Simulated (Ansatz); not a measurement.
# Ta2C monolayer: from the cell to its phonons, part 2 of 2

The cell of Ta2C monolayer is at rest. What are its phonons? After the zone centre comes a 6×6×1 q mesh on a 18×18×1 k mesh.

Ansatz 0.2.0; DFT PBEsol, scalar-relativistic, plane waves, PAW.

So far. Step 2 (Zone-centre response): Before it was imposed, the acoustic sum rule was missed by 3.0e-5 eV/Å². Small misses are needed for a sound result but don't prove that mesh and cutoff are converged. The lowest optical mode is real, 125 cm⁻¹.

## 3. The dispersion (continued)

The partial phonon density of states has structure finer than the step of the table below, so its rows give means over 50 cm⁻¹, whole bins alone (the curve runs from -10 to 752 cm⁻¹). Peaks (cm⁻¹: height): C 632.2: 0.0429, 704.1: 0.0533; Ta 138.6: 0.0957, 196.1: 0.0673.

Phonopy on the run's constants, 21x21x1 mesh, Gaussian sigma 5.4 cm-1. Interpolated from a 6×6×1 q mesh. The partial phonon density of states by wavenumber; means over each step; values in 1/cm⁻¹/cell:

```
wavenumber (cm⁻¹)        C       Ta
               50   2.5e-4  0.00740
              100   6.8e-4   0.0249
              150   4.7e-4   0.0610
              200   8.2e-5   0.0234
              250        0        0
              300        0        0
              350        0        0
              400        0        0
              450        0        0
              500        0        0
              550        0        0
              600  0.00508   1.9e-4
              650   0.0151   5.8e-4
              700   0.0372   7.5e-4
```

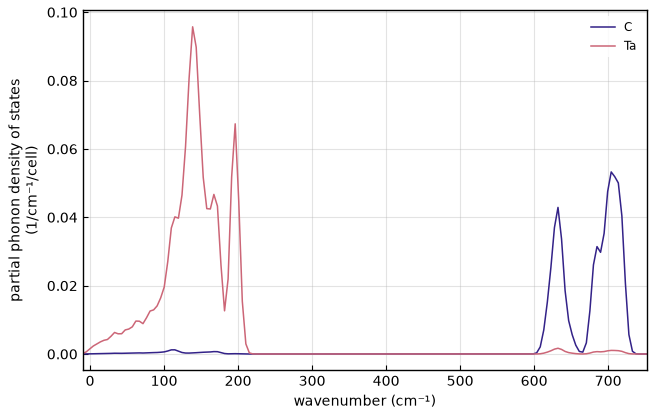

Partial phonon density of states against wavenumber.

Harmonic thermodynamic functions per atom, from the density of states. Interpolated from a 6×6×1 q mesh. Thermodynamic functions, by row:

```
T (K)  F_vib (meV/atom)  S (J/mol-atom/K)  C_V (J/mol-atom/K)
    0             59.34                 0                   0
  100             55.86             8.873               11.93
  200              41.2             18.83               16.74
  300             17.71             26.21               19.65
  400            -12.63             32.12               21.42
  500            -48.53             37.03               22.48
  600            -89.12             41.19               23.15
  700            -133.7             44.79               23.58
  800            -181.8             47.96               23.87
  900              -233             50.79               24.08
 1000              -287             53.33               24.24
```

Symmetry leaves 7 wavevectors to solve. The lowest mode among them, the acoustic zeros apart, lies at q = (0, 0.167, 0) and is real, 35.0 cm⁻¹.

## 4. Isotope substitution

An isotope changes the mass and not the force constants, so no new electronic calculation is needed; the shifts show which modes move this element.

The same force constants with the mass of C changed from 12.011 to 13.003 u (phonopy, no LO-TO term). Both lists are sorted by frequency; levels can cross, so a row need not hold one and the same mode. Modes under 3 cm⁻¹ are left out. Isotope shifts, by row:

```
         q  rank  natural mass (cm⁻¹)  changed mass (cm⁻¹)
     0 0 0     4                124.6                124.6
     0 0 0     5                124.6                124.6
     0 0 0     6                203.8                203.8
     0 0 0     7                619.5                596.1
     0 0 0     8                681.5                655.9
     0 0 0     9                681.5                655.9
0 0.1667 0     1                34.95                 34.9
0 0.1667 0     2                59.62                59.55
0 0.1667 0     3                106.6                106.5
0 0.1667 0     4                126.7                126.7
0 0.1667 0     5                133.9                133.9
0 0.1667 0     6                197.7                197.7
0 0.1667 0     7                632.3                608.6
0 0.1667 0     8                682.1                656.2
0 0.1667 0     9                  699                672.6
0 0.3333 0     1                95.93                95.79
0 0.3333 0     2                  119                118.9
0 0.3333 0     3                139.5                139.5
0 0.3333 0     4                143.5                143.4
0 0.3333 0     5                164.9                164.8
0 0.3333 0     6                195.3                195.2
0 0.3333 0     7                625.6                602.1
0 0.3333 0     8                682.8                656.7
0 0.3333 0     9                716.6                689.4
  0 -0.5 0     1                115.6                115.4
  0 -0.5 0     2                145.1                145.1
  0 -0.5 0     3                147.4                147.3
  0 -0.5 0     4                149.1                149.1
  0 -0.5 0     5                173.8                173.7
  0 -0.5 0     6                197.3                197.3
  0 -0.5 0     7                614.3                591.2
  0 -0.5 0     8                  705                  678
  0 -0.5 0     9                720.4                692.9
```

A mode of this element alone would shift by -3.89 %. The highest zone-centre frequency without the field goes from 681.5 to 655.9 cm⁻¹ (-3.8 %). The product of the frequency ratios over all optical modes at Γ is 0.891; the product rule, (m/m′)^(3k/2) (M′/M)^(3/2) with k = 1 such atoms and M the mass of the cell, gives 0.891.

## 5. Summary of results

```
space group (within 0.01 Å)                             : P-3m1
area per atom                                           : 2.70 Å²
electronic character                                    : no gap on this mesh
highest optical mode at the zone centre (no LO-TO term) : 682 cm⁻¹
lowest optical zone-centre mode                         : 125 cm⁻¹
lowest mode on the q mesh (acoustic modes at Γ apart)   : 35.0 cm⁻¹
highest frequency on the path or at a solved wavevector : 720 cm⁻¹
zero-point energy per atom                              : 59.3 meV
heat capacity at 300 K                                  : 19.6 J/(mol atoms K)
vibrational entropy at 300 K                            : 26.2 J/(mol atoms K)
imaginary modes on the 6×6×1 q mesh                     : none
```

In words: The structure is a minimum as far as tested: no mode is imaginary at the 7 irreducible wavevectors of the 6×6×1 mesh, and the softest away from the acoustic zeros lies at 35 cm⁻¹. The optical modes at Γ span 125 to 682 cm⁻¹. The highest mode in this list at Γ, 681.5 cm⁻¹, is mostly motion of C (97 % of the kinetic energy). On the path and the mesh, the widest gap between branches runs from 204 to 614 cm⁻¹. With no gap, or one that is small against the smearing, the frequencies hang on the k mesh and the smearing, most of all near Kohn anomalies. In a sheet or slab the interpolated bending branch near Γ is rough, since the rotational sum rule isn't imposed. Spin-orbit coupling is left out, which can matter for the heavy elements here. A phonon run warned that its eigensolver left some bands unconverged in a pass. The starting cell was built on a prototype and not taken from a measurement. These are harmonic frequencies at zero temperature: anharmonic shifts, linewidths and thermal expansion are left out.

[Logs are printed without paths, hosts, clocks, repeated set-up lines and the standing remarks that a program may print on its own settings, such as how far it seeks lower states.]

[Hosts, paths, dates, database ids (printed as entryN), source tags and the programs' standing remarks are cut or masked in the printed files.]
